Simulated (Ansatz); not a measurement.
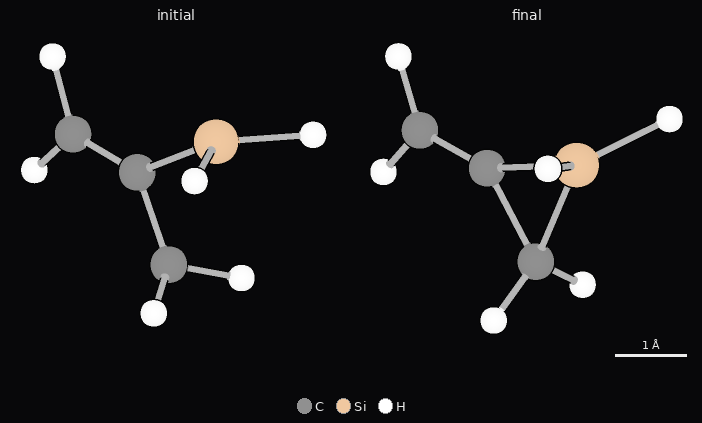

The structure of C₃H₆Si (coarse preliminary run) before (left) and after (right) a relaxation, at one scale.

Style: ball-and-stick. Shown from a free direction.

The start comes from a force field.

Computed with Ansatz, RKS PBE-D4/def2-SVP.

Input
```yaml
crystal:
  periodic: [false, false, false]
  atoms:
    - {symbol: C, position_ang: [-1.536000, 0.314000, -0.599700]}
    - {symbol: C, position_ang: [-0.373900, 0.071500, -0.149400]}
    - {symbol: C, position_ang: [0.592200, -0.757800, -0.709500]}
    - {symbol: Si, position_ang: [0.634000, 0.524400, 1.216800]}
    - {symbol: H, position_ang: [-1.931900, -0.084100, -1.561400]}
    - {symbol: H, position_ang: [-2.266300, 1.040200, -0.092300]}
    - {symbol: H, position_ang: [1.521200, -0.286800, -1.136900]}
    - {symbol: H, position_ang: [0.846500, -1.697600, -0.223600]}
    - {symbol: H, position_ang: [0.839800, -0.534600, 2.257700]}
    - {symbol: H, position_ang: [1.757500, 1.359600, 1.001300]}
basis:
  gaussian: {orbitals: def2-SVP}
hamiltonian: {xc: pbe, dispersion: d4}
relax: {f_tol: 0.03, max_steps: 200}
```

Command:
```bash
ansatz run in.yaml --threads 2 --pin off --events-out ev --progress --plain --max-ram 4352MiB
```

> Describe what moved and what it gained.

Si4 moves most after the best rigid fit: 0.36 Å. Largest moves by element: Si 0.36 Å, C 0.33 Å, H 0.26 Å. Among the contacts that change: C3–Si4 2.314 → 1.899 Å, C2–C3 1.391 → 1.510 Å, C2–Si4 1.757 → 1.846 Å, Si4–H10 1.416 → 1.496 Å. New bonds form: C3–Si4 (2.31 → 1.90 Å). Bond angles that change, for instance: C3–C2–Si4 93.9° → 68.1°, C1–C2–Si4 138.7° → 153.8°, C1–C2–C3 127.4° → 138.1°. The energy falls by 149.9 kJ/mol in 7 accepted moves (8 points after the start). Largest force component: 6.4 eV/Å at the start, 0.026 eV/Å at the end. The line search rejected the trial step at point 4 of the run. The run took 12 s on 2 threads of Arm Neoverse V2 (shared host).
